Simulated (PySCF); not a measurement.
**H₈NPSi₂: electronic excitations at several levels of theory, part 1 of 2**

Aim: compute the electronic excitations of H₈NPSi₂ (`N[SiH2]P[SiH3]`) at several levels, and see how far they spread and what each costs.

The runs use PySCF 2.14.0, with density-fitted response routines of our own; the level of theory stands in each step. All values are computed, except where a source is named. Atoms count from 0, in the outputs and in this text.

## 1. The molecule as given

12 atoms, charge 0, multiplicity 1; geometry from: PBE0-D3(BJ)/def2-SVP.

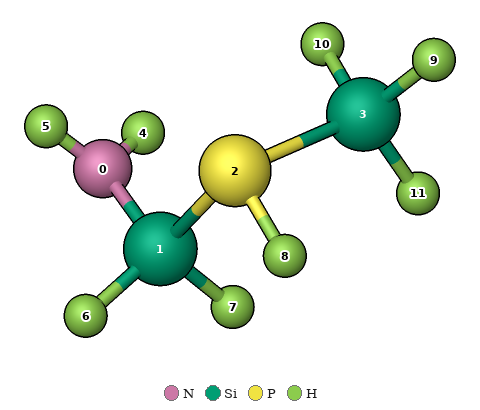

As it starts; nitrogen pink, silicon teal, phosphorus yellow, hydrogen green, atoms numbered.

## 2. TDDFT and polarisability: LDA/def2-SVPD

Job settings and geometry (Å):

```
{"job": {"kind": "uv", "xc": "LDA", "basis": "def2-SVPD", "ip": true}, "charge": 0, "multiplicity": 1}
N      1.988358     0.631896     0.766392
Si     1.213948    -0.701975    -0.008749
P     -0.463637    -0.057173    -1.412273
Si    -1.934403     0.427161     0.228751
H      1.555771     1.055389     1.579369
H      2.480314     1.325877     0.214820
H      2.203851    -1.425508    -0.861913
H      0.706061    -1.602841     1.070974
H     -0.961290    -1.376395    -1.657821
H     -3.243068     0.855788    -0.349970
H     -1.359602     1.571776     1.003671
H     -2.172603    -0.705652     1.177713
```

Method: TDDFT LDA/def2-SVPD, vertical, gas phase, core orbitals frozen in the response.

The run is started by

```bash
> OMP_NUM_THREADS=1 python probes_run.py task.json out
```

This one command runs all jobs of the session in turn.

The log of the run:

```text
coarse grid: 10896 points
cycle   1  E = -975.3532441720  dE = -3.769e-02  |g| = 4.911e-01  |ddm| = 3.886e+00
cycle   2  E = -975.1773644852  dE =  1.759e-01  |g| = 9.835e-01  |ddm| = 2.315e+00
cycle   3  E = -975.4073952911  dE = -2.300e-01  |g| = 1.044e-01  |ddm| = 1.611e+00
cycle   4  E = -975.4103487656  dE = -2.953e-03  |g| = 4.574e-02  |ddm| = 2.920e-01
cycle   5  E = -975.4110730436  dE = -7.243e-04  |g| = 1.116e-02  |ddm| = 1.181e-01
cycle   6  E = -975.4111246711  dE = -5.163e-05  |g| = 3.380e-03  |ddm| = 2.859e-02
cycle   7  E = -975.4111291360  dE = -4.465e-06  |g| = 7.107e-04  |ddm| = 7.360e-03
final grid: 89752 points
cycle   8  E = -975.5280285980  dE = -1.927e-05  |g| = 2.502e-03  |ddm| = 4.836e-02
cycle   9  E = -975.5280260598  dE =  2.538e-06  |g| = 4.139e-03  |ddm| = 8.553e-03
cycle  10  E = -975.5280300535  dE = -3.994e-06  |g| = 7.650e-04  |ddm| = 6.082e-03
cycle  11  E = -975.5280302095  dE = -1.561e-07  |g| = 1.578e-04  |ddm| = 1.612e-03
cycle  12  E = -975.5280302193  dE = -9.818e-09  |g| = 2.907e-05  |ddm| = 3.394e-04
cycle  13  E = -975.5280302196  dE = -3.167e-10  |g| = 6.639e-06  |ddm| = 6.333e-05
converged SCF energy = -975.5280302196

Static polarisability (au): isotropic 100.888, principal 85.088 97.672 119.903

Singlet excitations
state   eV       nm        f      main configurations
  1   5.0441    245.8   0.00059   H->L 0.98
  2   5.2940    234.2   0.01210   H->L+1 0.95
  3   5.4888    225.9   0.00388   H->L+2 0.86
  4   5.5545    223.2   0.00371   H-1->L 0.80, H->L+3 0.14
  5   5.6701    218.7   0.01160   H->L+3 0.51, H->L+4 0.34
  6   5.8872    210.6   0.02674   H->L+4 0.41, H-1->L+2 0.30, H-1->L+1 0.12
  7   6.0261    205.7   0.09372   H-1->L+1 0.64, H->L+3 0.11
  8   6.0590    204.6   0.03145   H-1->L+2 0.62, H->L+4 0.11
  9   6.2007    200.0   0.01465   H-1->L+3 0.80
 10   6.3816    194.3   0.00810   H-1->L+4 0.79

Triplet excitations (Tamm-Dancoff, eV): 4.8375 5.0507 5.1862 5.3639
Vertical ionisation energy (delta-SCF) = 8.7004 eV
```

Wall time 56 s (1 thread of Arm Neoverse N1, shared host).

The orbitals next to the gap, with their largest atomic shares:

| orbital | eV | atoms |
| --- | --- | --- |
| HOMO−3 | -8.20 | Si3 32 %, H10 26 %, P2 12 % |
| HOMO−2 | -7.63 | P2 22 %, Si3 20 %, N0 15 % |
| HOMO−1 | -6.53 | P2 37 %, N0 26 %, Si3 10 % |
| HOMO | -6.01 | P2 40 %, N0 26 %, Si1 13 % |
| LUMO | -1.06 | Si1 26 %, P2 12 %, Si3 11 % |
| LUMO+1 | -0.82 | P2 32 %, Si3 28 %, Si1 10 % |
| LUMO+2 | -0.65 | P2 28 %, Si3 22 %, H8 15 % |

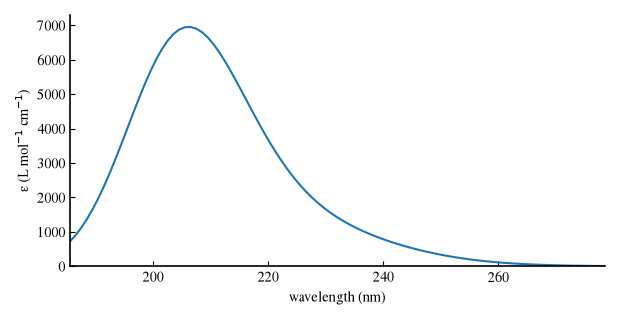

Absorption spectrum: each of the 10 states is a Gaussian band of 0.4 eV half-width at 1/e. Beyond the last state computed it falls off for lack of states.

Ground-state properties from the same run:

| property | computed |
| --- | --- |
| dipole moment (D) | 0.91 |
| polarisability (Å³) | 14.95 |
| HOMO–LUMO gap (eV) | 4.95 |
| −ε(HOMO) (eV) | 6.01 |

## 3. Excited states and response: PBE/def2-SVPD

Settings changed since step 2:

```diff
@@ -1,2 +1,2 @@
-{"job": {"kind": "uv", "xc": "LDA", "basis": "def2-SVPD", "ip": true}, "charge": 0, "multiplicity": 1}
+{"job": {"kind": "uv", "xc": "PBE", "basis": "def2-SVPD", "ip": true}, "charge": 0, "multiplicity": 1}
 N      1.988358     0.631896     0.766392
```

Method: TDDFT PBE/def2-SVPD, vertical, gas phase, core orbitals frozen in the response.

The log of the run:

```text
coarse grid: 10896 points
cycle   1  E = -978.8670282883  dE = -4.535e-02  |g| = 4.904e-01  |ddm| = 3.954e+00
cycle   2  E = -978.7022695603  dE =  1.648e-01  |g| = 9.566e-01  |ddm| = 2.389e+00
cycle   3  E = -978.9206540479  dE = -2.184e-01  |g| = 1.006e-01  |ddm| = 1.713e+00
cycle   4  E = -978.9235409540  dE = -2.887e-03  |g| = 3.971e-02  |ddm| = 2.794e-01
cycle   5  E = -978.9240974478  dE = -5.565e-04  |g| = 1.050e-02  |ddm| = 1.096e-01
cycle   6  E = -978.9241446351  dE = -4.719e-05  |g| = 3.060e-03  |ddm| = 2.772e-02
cycle   7  E = -978.9241483859  dE = -3.751e-06  |g| = 6.238e-04  |ddm| = 6.666e-03
final grid: 89752 points
cycle   8  E = -979.0697661716  dE = -1.501e-05  |g| = 8.792e-03  |ddm| = 6.911e-02
cycle   9  E = -979.0697080766  dE =  5.810e-05  |g| = 1.781e-02  |ddm| = 3.694e-02
cycle  10  E = -979.0697840738  dE = -7.600e-05  |g| = 8.650e-04  |ddm| = 2.680e-02
cycle  11  E = -979.0697843282  dE = -2.545e-07  |g| = 2.058e-04  |ddm| = 1.979e-03
cycle  12  E = -979.0697843453  dE = -1.702e-08  |g| = 5.209e-05  |ddm| = 5.006e-04
cycle  13  E = -979.0697843463  dE = -1.072e-09  |g| = 1.551e-05  |ddm| = 1.454e-04
cycle  14  E = -979.0697843464  dE = -8.731e-11  |g| = 3.029e-06  |ddm| = 4.297e-05
converged SCF energy = -979.0697843464

Static polarisability (au): isotropic 98.597, principal 83.287 95.644 116.861

Singlet excitations
state   eV       nm        f      main configurations
  1   5.1163    242.3   0.00028   H->L 0.98
  2   5.3600    231.3   0.00895   H->L+1 0.95
  3   5.5647    222.8   0.00459   H->L+2 0.78, H-1->L 0.17
  4   5.6301    220.2   0.00255   H-1->L 0.58, H->L+3 0.27, H->L+2 0.08
  5   5.7196    216.8   0.01592   H->L+3 0.51, H->L+4 0.24, H-1->L 0.16
  6   5.9759    207.5   0.03384   H->L+4 0.54, H-1->L+2 0.25
  7   6.0993    203.3   0.07138   H-1->L+1 0.68, H-1->L+3 0.10
  8   6.1416    201.9   0.04745   H-1->L+2 0.63, H->L+4 0.12
  9   6.2530    198.3   0.01975   H-1->L+3 0.77
 10   6.4623    191.9   0.00666   H-1->L+4 0.77, H->L+5 0.14

Triplet excitations (Tamm-Dancoff, eV): 4.8436 5.0465 5.1843 5.3902
Vertical ionisation energy (delta-SCF) = 8.5739 eV
```

Run time: 79 s. Hardware: 1 thread of Arm Neoverse N1, shared host; peak memory 0.6 GiB.

This run: HOMO -5.91 eV, LUMO -0.89 eV; lowest singlet 5.12 eV.

## 4. TDDFT and polarisability: B3LYP/def2-SVPD

Settings changed since step 3:

```diff
@@ -1,2 +1,2 @@
-{"job": {"kind": "uv", "xc": "PBE", "basis": "def2-SVPD", "ip": true}, "charge": 0, "multiplicity": 1}
+{"job": {"kind": "uv", "xc": "B3LYP", "basis": "def2-SVPD", "ip": true}, "charge": 0, "multiplicity": 1}
 N      1.988358     0.631896     0.766392
```

With the program's defaults for keys left out, this is: TDDFT B3LYP/def2-SVPD, vertical, gas phase, core orbitals frozen in the response.

The log of the run:

```text
coarse grid: 10896 points
cycle   1  E = -979.5175813186  dE = -7.489e-02  |g| = 4.309e-01  |ddm| = 3.853e+00
cycle   2  E = -979.4640366717  dE =  5.354e-02  |g| = 6.451e-01  |ddm| = 1.768e+00
cycle   3  E = -979.5594526421  dE = -9.542e-02  |g| = 5.578e-02  |ddm| = 1.057e+00
cycle   4  E = -979.5602158934  dE = -7.633e-04  |g| = 2.118e-02  |ddm| = 1.389e-01
cycle   5  E = -979.5603735592  dE = -1.577e-04  |g| = 4.243e-03  |ddm| = 5.444e-02
cycle   6  E = -979.5603809767  dE = -7.417e-06  |g| = 8.842e-04  |ddm| = 1.097e-02
final grid: 89752 points
cycle   7  E = -979.6743695918  dE = -1.210e-05  |g| = 2.981e-03  |ddm| = 3.979e-02
cycle   8  E = -979.6743667034  dE =  2.888e-06  |g| = 4.700e-03  |ddm| = 9.360e-03
cycle   9  E = -979.6743716764  dE = -4.973e-06  |g| = 2.022e-04  |ddm| = 6.232e-03
cycle  10  E = -979.6743716879  dE = -1.148e-08  |g| = 1.043e-04  |ddm| = 7.106e-04
cycle  11  E = -979.6743716919  dE = -4.080e-09  |g| = 1.895e-05  |ddm| = 2.563e-04
cycle  12  E = -979.6743716921  dE = -1.219e-10  |g| = 3.704e-06  |ddm| = 4.358e-05
converged SCF energy = -979.6743716921

Static polarisability (au): isotropic 95.509, principal 81.267 93.073 112.188

Singlet excitations
state   eV       nm        f      main configurations
  1   5.5500    223.4   0.00008   H->L 0.96
  2   5.8826    210.8   0.02932   H->L+1 0.93
  3   6.0574    204.7   0.00428   H->L+2 0.92
  4   6.1275    202.3   0.01120   H-1->L 0.91
  5   6.1934    200.2   0.02166   H->L+3 0.70, H->L+4 0.17
  6   6.4931    190.9   0.06750   H->L+4 0.67, H->L+3 0.12, H-1->L+3 0.11
  7   6.5767    188.5   0.01926   H-1->L+2 0.70, H-1->L+1 0.18
  8   6.6943    185.2   0.10647   H-1->L+1 0.67, H-1->L+2 0.20
  9   6.8419    181.2   0.06861   H-1->L+3 0.73
 10   7.0570    175.7   0.00487   H-1->L+4 0.81, H->L+5 0.12

Triplet excitations (Tamm-Dancoff, eV): 5.1770 5.3505 5.5074 5.8180
Vertical ionisation energy (delta-SCF) = 8.8316 eV
```

It took 78 s on 1 thread of Arm Neoverse N1, shared host; peak memory 0.73 GiB.

Key values: HOMO -6.84 eV, LUMO -0.32 eV; lowest singlet 5.55 eV.

## 5. TDDFT and polarisability: PBE0/def2-SVPD

Settings changed since step 4:

```diff
@@ -1,2 +1,2 @@
-{"job": {"kind": "uv", "xc": "B3LYP", "basis": "def2-SVPD", "ip": true}, "charge": 0, "multiplicity": 1}
+{"job": {"kind": "uv", "xc": "PBE0", "basis": "def2-SVPD", "ip": true}, "charge": 0, "multiplicity": 1}
 N      1.988358     0.631896     0.766392
```

Level: TDDFT PBE0/def2-SVPD, vertical, gas phase, core orbitals frozen in the response.

The log of the run:

```text
coarse grid: 10896 points
cycle   1  E = -979.0278526496  dE = -8.953e-02  |g| = 3.770e-01  |ddm| = 3.791e+00
cycle   2  E = -979.0000343465  dE =  2.782e-02  |g| = 5.142e-01  |ddm| = 1.419e+00
cycle   3  E = -979.0602958753  dE = -6.026e-02  |g| = 4.385e-02  |ddm| = 7.871e-01
cycle   4  E = -979.0607603449  dE = -4.645e-04  |g| = 1.597e-02  |ddm| = 1.080e-01
cycle   5  E = -979.0608488921  dE = -8.855e-05  |g| = 3.367e-03  |ddm| = 4.348e-02
cycle   6  E = -979.0608534258  dE = -4.534e-06  |g| = 6.762e-04  |ddm| = 9.287e-03
final grid: 89752 points
cycle   7  E = -979.1707080735  dE = -1.439e-05  |g| = 5.054e-03  |ddm| = 5.038e-02
cycle   8  E = -979.1707011394  dE =  6.934e-06  |g| = 7.504e-03  |ddm| = 1.681e-02
cycle   9  E = -979.1707142143  dE = -1.307e-05  |g| = 2.611e-04  |ddm| = 1.042e-02
cycle  10  E = -979.1707142326  dE = -1.835e-08  |g| = 8.942e-05  |ddm| = 7.599e-04
cycle  11  E = -979.1707142351  dE = -2.518e-09  |g| = 3.041e-05  |ddm| = 2.605e-04
cycle  12  E = -979.1707142355  dE = -3.786e-10  |g| = 4.843e-06  |ddm| = 7.186e-05
converged SCF energy = -979.1707142355

Static polarisability (au): isotropic 94.920, principal 80.780 92.462 111.518

Singlet excitations
state   eV       nm        f      main configurations
  1   5.6980    217.6   0.00003   H->L 0.94
  2   6.0166    206.1   0.03210   H->L+1 0.90
  3   6.2078    199.7   0.00529   H->L+2 0.91
  4   6.2696    197.8   0.01362   H-1->L 0.72, H->L+4 0.12, H->L+3 0.09
  5   6.3497    195.3   0.01001   H->L+3 0.59, H-1->L 0.18, H->L+4 0.10
  6   6.6182    187.3   0.06791   H->L+4 0.66, H-1->L+3 0.12, H->L+3 0.11
  7   6.7206    184.5   0.02427   H-1->L+2 0.63, H-1->L+1 0.26
  8   6.8802    180.2   0.12323   H-1->L+1 0.56, H-1->L+2 0.28
  9   7.0325    176.3   0.06802   H-1->L+3 0.68, H->L+6 0.09
 10   7.2087    172.0   0.01149   H-1->L+4 0.88

Triplet excitations (Tamm-Dancoff, eV): 5.2144 5.3906 5.5754 5.9225
Vertical ionisation energy (delta-SCF) = 8.8550 eV
```

It took 92 s on 1 thread of Arm Neoverse N1, shared host; peak memory 0.73 GiB.

In short: HOMO -7.06 eV, LUMO -0.10 eV; lowest singlet 5.70 eV.

## 6. TDDFT and polarisability: BHandHLYP/def2-SVPD

Settings changed since step 5:

```diff
@@ -1,2 +1,2 @@
-{"job": {"kind": "uv", "xc": "PBE0", "basis": "def2-SVPD", "ip": true}, "charge": 0, "multiplicity": 1}
+{"job": {"kind": "uv", "xc": "BHandHLYP", "basis": "def2-SVPD", "ip": true}, "charge": 0, "multiplicity": 1}
 N      1.988358     0.631896     0.766392
```

With the program's defaults for keys left out, this is: TDDFT BHandHLYP/def2-SVPD, vertical, gas phase, core orbitals frozen in the response.

The log of the run:

```text
coarse grid: 10896 points
cycle   1  E = -979.4656554833  dE = -1.127e-01  |g| = 3.436e-01  |ddm| = 3.701e+00
cycle   2  E = -979.4750369146  dE = -9.381e-03  |g| = 3.171e-01  |ddm| = 1.085e+00
cycle   3  E = -979.4977851862  dE = -2.275e-02  |g| = 4.221e-02  |ddm| = 4.845e-01
cycle   4  E = -979.4982333022  dE = -4.481e-04  |g| = 1.271e-02  |ddm| = 1.005e-01
cycle   5  E = -979.4982904485  dE = -5.715e-05  |g| = 2.714e-03  |ddm| = 3.326e-02
cycle   6  E = -979.4982935754  dE = -3.127e-06  |g| = 4.076e-04  |ddm| = 7.749e-03
final grid: 89752 points
cycle   7  E = -979.5712191247  dE = -5.109e-06  |g| = 1.459e-03  |ddm| = 2.325e-02
cycle   8  E = -979.5712191680  dE = -4.333e-08  |g| = 1.554e-03  |ddm| = 4.077e-03
cycle   9  E = -979.5712196913  dE = -5.233e-07  |g| = 9.329e-05  |ddm| = 1.920e-03
cycle  10  E = -979.5712196952  dE = -3.928e-09  |g| = 5.273e-05  |ddm| = 3.883e-04
cycle  11  E = -979.5712196963  dE = -1.068e-09  |g| = 7.219e-06  |ddm| = 1.252e-04
cycle  12  E = -979.5712196963  dE = -2.888e-11  |g| = 2.637e-06  |ddm| = 2.613e-05
converged SCF energy = -979.5712196963

Static polarisability (au): isotropic 91.885, principal 78.758 89.874 107.024

Singlet excitations
state   eV       nm        f      main configurations
  1   6.0844    203.8   0.00219   H->L 0.77
  2   6.4274    192.9   0.04635   H->L+1 0.59, H->L+3 0.13, H->L+2 0.09
  3   6.5376    189.6   0.02725   H->L+2 0.66, H->L+1 0.16
  4   6.7364    184.1   0.03251   H->L+3 0.29, H-1->L 0.18, H->L+2 0.16
  5   6.7935    182.5   0.01401   H-1->L 0.47, H->L+3 0.31
  6   7.0436    176.0   0.07792   H->L+4 0.72, H-1->L+3 0.08
  7   7.2343    171.4   0.05415   H-1->L+2 0.54, H-1->L+1 0.20, H-1->L+3 0.10
  8   7.4674    166.0   0.12620   H-1->L+1 0.55, H-1->L+2 0.22
  9   7.6277    162.5   0.17568   H-1->L+3 0.54, H->L+6 0.12
 10   7.7640    159.7   0.04562   H->L+5 0.61

Triplet excitations (Tamm-Dancoff, eV): 5.4065 5.6523 5.9498 6.2956
Vertical ionisation energy (delta-SCF) = 8.9544 eV
```

Run time: 81 s. Hardware: 1 thread of Arm Neoverse N1, shared host; peak memory 0.73 GiB.

This run: HOMO -8.04 eV, LUMO 0.61 eV; lowest singlet 6.08 eV.

## 7. Ultraviolet spectrum: CAM-B3LYP/def2-SVPD

Settings changed since step 6:

```diff
@@ -1,2 +1,2 @@
-{"job": {"kind": "uv", "xc": "BHandHLYP", "basis": "def2-SVPD", "ip": true}, "charge": 0, "multiplicity": 1}
+{"job": {"kind": "uv", "xc": "CAM-B3LYP", "basis": "def2-SVPD", "ip": true}, "charge": 0, "multiplicity": 1}
 N      1.988358     0.631896     0.766392
```

With the program's defaults for keys left out, this is: TDDFT CAM-B3LYP/def2-SVPD, vertical, gas phase, core orbitals frozen in the response.

The log of the run:

```text
coarse grid: 10896 points
cycle   1  E = -979.4402796758  dE = -1.073e-01  |g| = 3.815e-01  |ddm| = 3.769e+00
cycle   2  E = -979.4421093517  dE = -1.830e-03  |g| = 4.035e-01  |ddm| = 1.235e+00
cycle   3  E = -979.4779040382  dE = -3.579e-02  |g| = 4.223e-02  |ddm| = 5.814e-01
cycle   4  E = -979.4783625720  dE = -4.585e-04  |g| = 1.495e-02  |ddm| = 1.075e-01
cycle   5  E = -979.4784418298  dE = -7.926e-05  |g| = 2.977e-03  |ddm| = 3.863e-02
cycle   6  E = -979.4784457335  dE = -3.904e-06  |g| = 4.970e-04  |ddm| = 9.529e-03
final grid: 89752 points
cycle   7  E = -979.5939502159  dE = -7.650e-06  |g| = 2.075e-03  |ddm| = 2.244e-02
cycle   8  E = -979.5939499942  dE =  2.217e-07  |g| = 2.442e-03  |ddm| = 5.397e-03
cycle   9  E = -979.5939512451  dE = -1.251e-06  |g| = 1.111e-04  |ddm| = 2.950e-03
cycle  10  E = -979.5939512505  dE = -5.382e-09  |g| = 6.349e-05  |ddm| = 4.447e-04
cycle  11  E = -979.5939512520  dE = -1.534e-09  |g| = 8.927e-06  |ddm| = 1.550e-04
cycle  12  E = -979.5939512521  dE = -5.298e-11  |g| = 3.207e-06  |ddm| = 3.496e-05
converged SCF energy = -979.5939512521

Static polarisability (au): isotropic 93.842, principal 80.318 91.614 109.595

Singlet excitations
state   eV       nm        f      main configurations
  1   5.9095    209.8   0.00055   H->L 0.80
  2   6.2485    198.4   0.04084   H->L+1 0.56, H->L+3 0.14, H->L+2 0.09
  3   6.3833    194.2   0.02375   H->L+2 0.61, H->L+1 0.18, H-1->L 0.09
  4   6.5460    189.4   0.01282   H-1->L 0.43, H->L+2 0.21, H->L+4 0.12
  5   6.6038    187.7   0.02457   H->L+3 0.51, H-1->L 0.17
  6   6.8748    180.3   0.07331   H->L+4 0.68, H-1->L+3 0.11
  7   7.0155    176.7   0.04114   H-1->L+2 0.58, H-1->L+1 0.13, H-1->L+3 0.11
  8   7.2583    170.8   0.12906   H-1->L+1 0.59, H-1->L+2 0.17
  9   7.3947    167.7   0.14354   H-1->L+3 0.49, H->L+6 0.12, H->L+3 0.08
 10   7.5769    163.6   0.01232   H-1->L+4 0.75

Triplet excitations (Tamm-Dancoff, eV): 5.3442 5.5691 5.7631 6.1430
Vertical ionisation energy (delta-SCF) = 9.0121 eV
```

It took 92 s on 1 thread of Arm Neoverse N1, shared host; peak memory 0.81 GiB.

In short: HOMO -8.30 eV, LUMO 0.75 eV; lowest singlet 5.91 eV.

## 8. TDDFT and polarisability: wB97X-D/def2-SVPD

Settings changed since step 7:

```diff
@@ -1,2 +1,2 @@
-{"job": {"kind": "uv", "xc": "CAM-B3LYP", "basis": "def2-SVPD", "ip": true}, "charge": 0, "multiplicity": 1}
+{"job": {"kind": "uv", "xc": "wB97X-D", "basis": "def2-SVPD", "ip": true}, "charge": 0, "multiplicity": 1}
 N      1.988358     0.631896     0.766392
```

With the program's defaults for keys left out, this is: TDDFT wB97X-D/def2-SVPD, vertical, gas phase, core orbitals frozen in the response.

The log of the run:

```text
coarse grid: 10896 points
cycle   1  E = -979.4275728829  dE = -1.331e-01  |g| = 3.702e-01  |ddm| = 3.711e+00
cycle   2  E = -979.4401566482  dE = -1.258e-02  |g| = 3.381e-01  |ddm| = 1.068e+00
cycle   3  E = -979.4653716678  dE = -2.522e-02  |g| = 3.891e-02  |ddm| = 4.274e-01
cycle   4  E = -979.4658372419  dE = -4.656e-04  |g| = 1.372e-02  |ddm| = 1.226e-01
cycle   5  E = -979.4659101275  dE = -7.289e-05  |g| = 2.767e-03  |ddm| = 4.665e-02
cycle   6  E = -979.4659144809  dE = -4.353e-06  |g| = 6.245e-04  |ddm| = 1.553e-02
final grid: 89752 points
cycle   7  E = -979.5846037865  dE = -5.785e-05  |g| = 5.035e-03  |ddm| = 8.901e-02
cycle   8  E = -979.5846056343  dE = -1.848e-06  |g| = 4.802e-03  |ddm| = 1.401e-02
cycle   9  E = -979.5846105726  dE = -4.938e-06  |g| = 4.661e-04  |ddm| = 6.887e-03
cycle  10  E = -979.5846106738  dE = -1.012e-07  |g| = 1.937e-04  |ddm| = 2.590e-03
cycle  11  E = -979.5846106901  dE = -1.623e-08  |g| = 3.354e-05  |ddm| = 8.260e-04
cycle  12  E = -979.5846106911  dE = -1.052e-09  |g| = 8.686e-06  |ddm| = 3.234e-04
cycle  13  E = -979.5846106912  dE = -7.185e-11  |g| = 1.897e-06  |ddm| = 7.835e-05
converged SCF energy = -979.5846106912

Static polarisability (au): isotropic 94.008, principal 80.306 91.837 109.880

Singlet excitations
state   eV       nm        f      main configurations
  1   5.9905    207.0   0.00137   H->L 0.80
  2   6.3062    196.6   0.04406   H->L+1 0.64, H->L+3 0.10
  3   6.4831    191.2   0.02200   H->L+2 0.64, H->L+1 0.12, H-1->L 0.08
  4   6.5970    187.9   0.01157   H-1->L 0.36, H->L+2 0.18, H->L+4 0.15
  5   6.7106    184.8   0.01658   H->L+3 0.43, H-1->L 0.27
  6   6.9124    179.4   0.07715   H->L+4 0.66, H-1->L+3 0.12
  7   7.0660    175.5   0.04869   H-1->L+2 0.56, H-1->L+1 0.19
  8   7.3422    168.9   0.16801   H-1->L+1 0.51, H-1->L+2 0.23
  9   7.4916    165.5   0.11815   H-1->L+3 0.44, H->L+6 0.18
 10   7.6485    162.1   0.01132   H-1->L+4 0.70

Triplet excitations (Tamm-Dancoff, eV): 5.4733 5.7056 5.9243 6.2803
Vertical ionisation energy (delta-SCF) = 9.0052 eV
```

Wall time 85 s (1 thread of Arm Neoverse N1, shared host); peak memory 0.77 GiB.

In short: HOMO -8.85 eV, LUMO 1.57 eV; lowest singlet 5.99 eV.

(Continued in part 2 of 2.)
